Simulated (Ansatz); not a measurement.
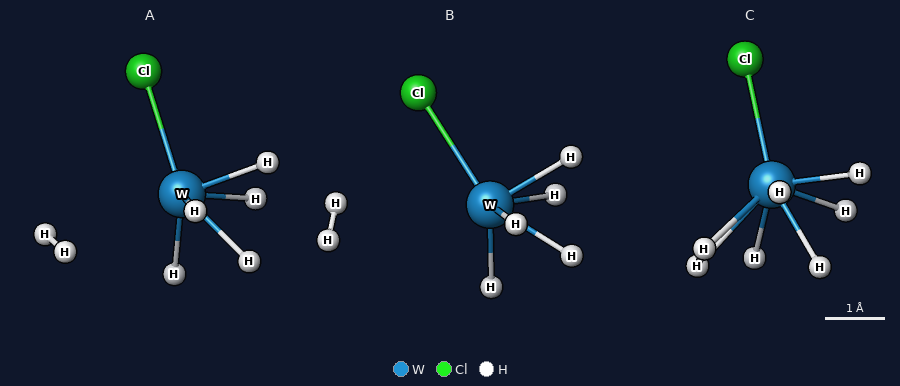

3 geometries from one relaxation of WH7Cl, in shuffled order. A ball-and-stick model, seen at a tilt.

The run prepares an end point of a later path (reaction) calculation, from a guessed geometry.

All numbers below come from RHF/def2-SVP (Ansatz). (no spin polarisation; force threshold 0.03 eV/Å; at most 50 steps)

Q: Put them in the order of the run, from the start to the converged end.

A: B, A, C. They are steps 0, 18, 29, at +0.499 eV, +0.319 eV relative to the last. The atom that moves furthest after the best rigid fit is an H atom (1.51 Å). Largest moves by element: H 1.51 Å, Cl 0.77 Å, W 0.48 Å. Some distances before and after: H–W 2.914 → 1.918 Å, H–W 2.664 → 1.917 Å, H–H 0.715 → 0.805 Å, H–W 1.658 → 1.696 Å. New bonds form, among them: H–W (2.66 → 1.92 Å), H–W (2.91 → 1.92 Å). Among the angles between lasting bonds that change: H–W–H 110.6° → 126.7°, Cl–W–H 152.2° → 162.0°, Cl–W–H 124.4° → 115.3°. The energy falls by 0.499 eV in 25 accepted moves (29 points after the start). The largest force component goes from 1 to 0.0082 eV/Å. The line search rejected the trial steps at points 7, 15, 17, 26 of the run. The forces were under the threshold at step 9, but the run went on from there.

Limits of the set-up: the start holds two separate molecules, 2.6 Å apart at their closest, whose relative position is a soft coordinate and is computed without a dispersion correction; Hartree-Fock leaves out electron correlation.
